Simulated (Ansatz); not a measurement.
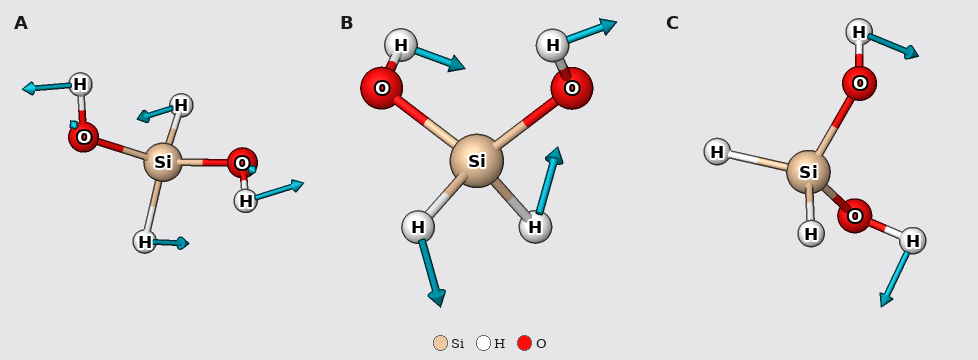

3 normal modes of one molecule or complex, as arrows. Harmonic vibrations computed with RKS PBE0-D4/def2-TZVP (Ansatz 0.2.0) at a stationary point of the same level.

> Match the panels to the wavenumbers 284 cm⁻¹, 618 cm⁻¹, 887 cm⁻¹.

A: 887 cm⁻¹, angle bending
B: 618 cm⁻¹, angle bending
C: 284 cm⁻¹, a torsion or out-of-plane motion in which bond lengths and bond angles hardly change
